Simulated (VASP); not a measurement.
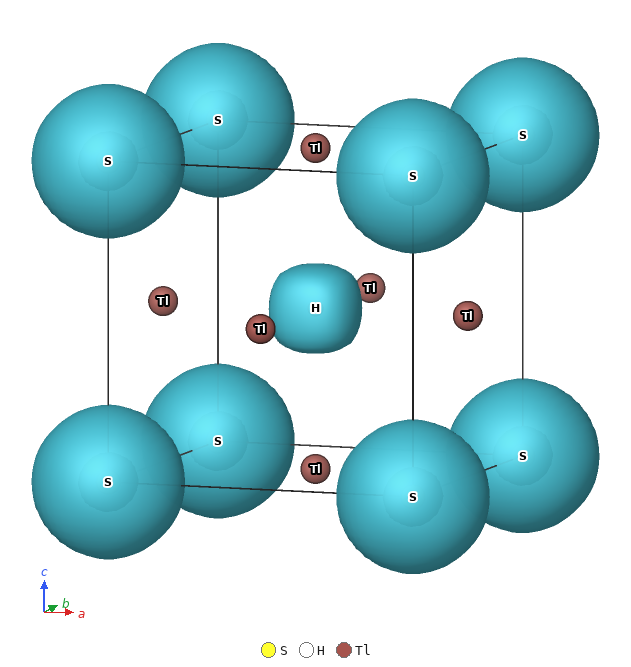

Figure. Tl3HS. Isosurface of the ELF at 0.75 (cyan), seen slightly off an axis. Only the valence region is drawn (cores and ρ < 0.01 e/Å³ removed).

Space group Pm-3m; a generated structure, not necessarily the stable one; computed pressure about −3 GPa in this cell.

All numbers below come from Kohn-Sham DFT of a periodic cell, PBE, VASP PAW PBE potentials, recommended (VASP).

In a PAW calculation such maps are meaningful between the atoms, not at the nuclei.

```
CELL_PARAMETERS angstrom
5.23092 0.00000 0.00000
0.00000 5.23092 0.00000
0.00000 0.00000 5.23092
ATOMIC_POSITIONS crystal
S 0.00000 0.00000 0.00000
H 0.50000 0.50000 0.50000
Tl 0.50000 0.50000 0.00000
Tl 0.50000 0.00000 0.50000
Tl 0.00000 0.50000 0.50000
```

Question: Describe the localisation domains.

Answer: The surface consists of one region around a hydrogen nucleus and one region wrapped around S (its valence shell), counted in one cell of 5 atoms. Regions shared between cells count once. Profiles from the grid: Tl–H (2.62 Å): the ELF climbs to about 1 towards the hydrogen. Tl–S (3.70 Å): the ELF is about 0.10 at the midpoint; no shared electron pair shows on this line.
